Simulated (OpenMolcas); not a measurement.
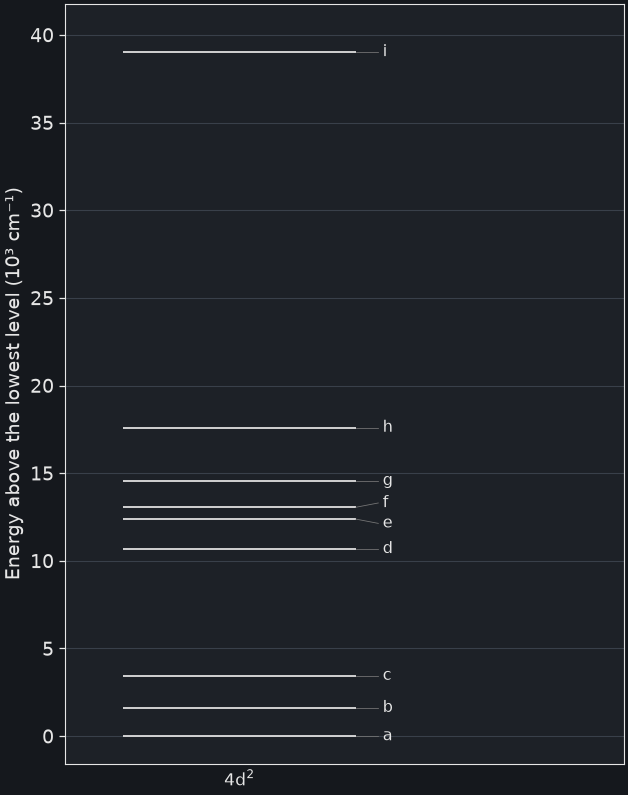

**Figure 1.** The lowest computed levels of Mo⁴⁺ (molybdenum, Z = 42), 9 of them lettered. a: 4d² ³F₂ at 0; b: 4d² ³F₃ at 1,620 cm⁻¹; c: 4d² ³F₄ at 3,440 cm⁻¹; d: 4d² ¹D₂ at 10,700 cm⁻¹; e: 4d² ³P₀ at 12,400 cm⁻¹; f: 4d² ³P₁ at 13,100 cm⁻¹; g: 4d² ³P₂ at 14,600 cm⁻¹; h: 4d² ¹G₄ at 17,600 cm⁻¹; i: 4d² ¹S₀ at 39,000 cm⁻¹.

Multiconfigurational calculation for Mo⁴⁺

Mo⁴⁺. Computed at this level: state-averaged SS-CASPT2, IPEA shift 0.75, imaginary shift 0.1 hartree, closed shells 4s 4p correlated, active space 2 electrons in the shell 4d, basis ANO-RCC-VDZP, DKH2 scalar Hamiltonian, spin-orbit coupling by RASSI with atomic mean-field integrals (OpenMolcas).

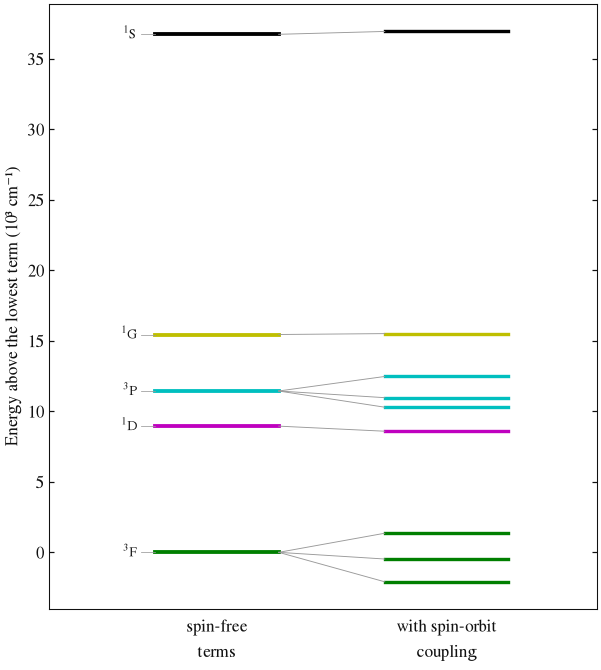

**Figure 2.** Terms of Mo⁴⁺ without and with spin-orbit coupling; the J values are left off. ³F (at 0) splits over 3,440 cm⁻¹ into J = 2, 3, 4 from the bottom up (normal); ¹D (at 8,950 cm⁻¹) gives the one level J = 2; ³P (at 11,400 cm⁻¹) splits over 2,180 cm⁻¹ into J = 0, 1, 2 from the bottom up (normal); ¹G (at 15,400 cm⁻¹) gives the one level J = 4; ¹S (at 36,700 cm⁻¹) gives the one level J = 0. The ground level lies 2,090 cm⁻¹ below the lowest term.

Input and output of the run follow.

## The input
```
&GATEWAY
Coord
1

Mo 0.0 0.0 0.0
Basis=ANO-RCC-VDZP
Group=XYZ
NoMove
AngMom=0.0 0.0 0.0
AMFI
&SEWARD
&RASSCF
FileOrb=start.orb
Symmetry=1
Spin=3
nActEl=2 0 0
Inactive=9 9
Ras2=5 0
CIRoot=10 10 1
SDav=10
CIMx=300
Iter=120 100
PrWF=0.3
OrbListing=Nothing
MaxOrb=0
Atom
>>> COPY $Project.JobIph JOB001
&RASSCF
FileOrb=start.orb
Symmetry=1
Spin=1
nActEl=2 0 0
Inactive=9 9
Ras2=5 0
CIRoot=15 15 1
SDav=15
CIMx=300
Iter=120 100
PrWF=0.3
OrbListing=Nothing
MaxOrb=0
Atom
CIOnly
>>> COPY $Project.JobIph JOB002
&RASSI
NrOfJobIphs=2 10 15
1 2 3 4 5 6 7 8 9 10
1 2 3 4 5 6 7 8 9 10 11 12 13 14 15
IphNames
JOB001
JOB002
EJob
SpinOrbit
DIPRint=1.0
SOCoupling=1000.0
Subsets=2
MEES
Property=10
'ANGMOM' 1 'ANGMOM' 2 'ANGMOM' 3 'MLTPL  1' 1 'MLTPL  1' 2 'MLTPL  1' 3
'AMFI' 1 'AMFI' 2 'AMFI' 3 'MLTPL  2' 6
SOProperty=3
'ANGMOM' 1 'ANGMOM' 2 'ANGMOM' 3
>>> COPY JOB001 $Project.JobIph
&CASPT2
Multistate=10 1 2 3 4 5 6 7 8 9 10
NoMult
Frozen=8 6
IPEA=0.75
Imaginary=0.1
MaxIter=60
WThr=0.0 0.3 0.05
PrWF=0.5
NoMix
>>> COPY JOB002 $Project.JobIph
&CASPT2
Multistate=15 1 2 3 4 5 6 7 8 9 10 11 12 13 14 15
NoMult
Frozen=8 6
IPEA=0.75
Imaginary=0.1
MaxIter=60
WThr=0.0 0.3 0.05
PrWF=0.5
NoMix
```

The file start.orb holds starting orbitals from an earlier step. A driver script formed the levels outside the program, from RASSI's spin-orbit matrix and the CASPT2 energies (for multi-state variants, the effective Hamiltonian), averaged over the components of each term or state. The log and the time are those of the CASPT2 step.

Launched with:
```bash
OMP_NUM_THREADS=1 MOLCAS_MEM=2252 MOLCAS_PROJECT=a pymolcas a.inp > a.log  # once for each step of the input, in one work folder
```

## The program's output (extracts)
```
--- CASPT2 ---
Orbital specifications:
      -----------------------

      Symmetry species                           1   2
                                                ag  au
      Frozen orbitals                            8   6
      Inactive orbitals                          1   3
      Active orbitals                            5   0
      Secondary orbitals                         7  13
      Deleted orbitals                           0   0
      Number of basis functions                 21  22
Type of calculation                        SS-CASPT2
      Fock operator                              state-specific
      IPEA shift                                 0.75
      Real shift                                 0.00
      Imaginary shift                            0.10
      The input orbitals will be transformed to quasi-canonical
Reference energy:       -4042.5000567494
      E2 (Non-variational):      -0.1754118385
      Shift correction:          -0.0000802894
      E2 (Variational):          -0.1754921279
      Total energy:           -4042.6755488773
      Residual norm:              0.0000005317
      Reference weight:           0.96482
      Contributions to the CASPT2 correlation energy
      Active & Virtual Only:         -0.0034800769
      One Inactive Excited:          -0.0614010818
      Two Inactive Excited:          -0.1105306799
Reference energy:       -4042.5000567494
      E2 (Non-variational):      -0.1757165998
      Shift correction:          -0.0000811882
      E2 (Variational):          -0.1757977879
      Total energy:           -4042.6758545374
      Residual norm:              0.0000007202
      Reference weight:           0.96464
      Contributions to the CASPT2 correlation energy
      Active & Virtual Only:         -0.0035962169
      One Inactive Excited:          -0.0617005240
      Two Inactive Excited:          -0.1104198588
::    CASPT2 Root  1     Total energy:  -4042.67554888
::    CASPT2 Root  2     Total energy:  -4042.67585454
::    CASPT2 Root  3     Total energy:  -4042.67558881
::    CASPT2 Root  4     Total energy:  -4042.67594398
::    CASPT2 Root  5     Total energy:  -4042.67571069
::    CASPT2 Root  6     Total energy:  -4042.67559535
::    CASPT2 Root  7     Total energy:  -4042.67565560
::    CASPT2 Root  8     Total energy:  -4042.62356974
::    CASPT2 Root  9     Total energy:  -4042.62356969
::    CASPT2 Root 10     Total energy:  -4042.62356966
--- CASPT2 ---
Orbital specifications:
      -----------------------

      Symmetry species                           1   2
                                                ag  au
      Frozen orbitals                            8   6
      Inactive orbitals                          1   3
      Active orbitals                            5   0
      Secondary orbitals                         7  13
      Deleted orbitals                           0   0
      Number of basis functions                 21  22
Type of calculation                        SS-CASPT2
      Fock operator                              state-specific
      IPEA shift                                 0.75
      Real shift                                 0.00
      Imaginary shift                            0.10
      The input orbitals will be transformed to quasi-canonical
Reference energy:       -4042.4483986924
      E2 (Non-variational):      -0.1864345958
      Shift correction:          -0.0001177054
      E2 (Variational):          -0.1865523012
      Total energy:           -4042.6349509936
      Residual norm:              0.0000000519
      Reference weight:           0.96015
      Contributions to the CASPT2 correlation energy
      Active & Virtual Only:         -0.0095398623
      One Inactive Excited:          -0.0618849780
      Two Inactive Excited:          -0.1150097555
Reference energy:       -4042.4483986924
      E2 (Non-variational):      -0.1864115736
      Shift correction:          -0.0001177224
      E2 (Variational):          -0.1865292960
      Total energy:           -4042.6349279884
      Residual norm:              0.0000000522
      Reference weight:           0.96016
      Contributions to the CASPT2 correlation energy
      Active & Virtual Only:         -0.0095399217
      One Inactive Excited:          -0.0619276281
      Two Inactive Excited:          -0.1149440237
::    CASPT2 Root  1     Total energy:  -4042.63495099
::    CASPT2 Root  2     Total energy:  -4042.63492799
::    CASPT2 Root  3     Total energy:  -4042.63488829
::    CASPT2 Root  4     Total energy:  -4042.63489623
::    CASPT2 Root  5     Total energy:  -4042.63494290
::    CASPT2 Root  6     Total energy:  -4042.60555773
::    CASPT2 Root  7     Total energy:  -4042.60529002
::    CASPT2 Root  8     Total energy:  -4042.60511481
::    CASPT2 Root  9     Total energy:  -4042.60568202
::    CASPT2 Root 10     Total energy:  -4042.60509450
::    CASPT2 Root 11     Total energy:  -4042.60533912
::    CASPT2 Root 12     Total energy:  -4042.60514998
::    CASPT2 Root 13     Total energy:  -4042.60549421
::    CASPT2 Root 14     Total energy:  -4042.60511602
::    CASPT2 Root 15     Total energy:  -4042.50832249
```

## Spin-orbit levels, grouped by J and assigned

| Configuration | Level | E (cm⁻¹) | LS purity (%) | Landé g |
| --- | --- | --- | --- | --- |
| 4d² | ³F₂ | 0 | 98 | 0.672 |
| 4d² | ³F₃ | 1,616 | 100 | 1.084 |
| 4d² | ³F₄ | 3,444 | 100 | 1.249 |
| 4d² | ¹D₂ | 10,680 | 84 | 1.066 |
| 4d² | ³P₀ | 12,380 | 99 | – |
| 4d² | ³P₁ | 13,060 | 100 | 1.501 |
| 4d² | ³P₂ | 14,560 | 86 | 1.429 |
| 4d² | ¹G₄ | 17,600 | 100 | 1.001 |
| 4d² | ¹S₀ | 39,030 | 99 | – |

## Results in brief

- outcome: converged
- lowest level: 4d² ³F₂
- first excited level: 4d² ³F₃, 1,616 cm⁻¹ (measured: 1,578)
- energy of the lowest spin-free term: −4042.67570 hartree
- energy of the lowest spin-orbit level: −4042.68522 hartree
- CASPT2 correlation energy: −0.1756 hartree
- largest spread among components of a term: 128.9 cm⁻¹
- lowest reference weight: 0.954
- hardware: 1 thread of Arm Neoverse V1, 24 GiB of memory available, shared host
- wall time: 1.9 s

## Notes

The components of ¹G, which symmetry makes degenerate, are split by 129 cm⁻¹ in CASPT2, and those of 1 more by over 50 cm⁻¹. This is an artefact; the levels of such states rest on averages and are uncertain by about as much. To bear in mind: small basis contracted for the neutral atom, rough for a high charge; only configurations of the active space are included.
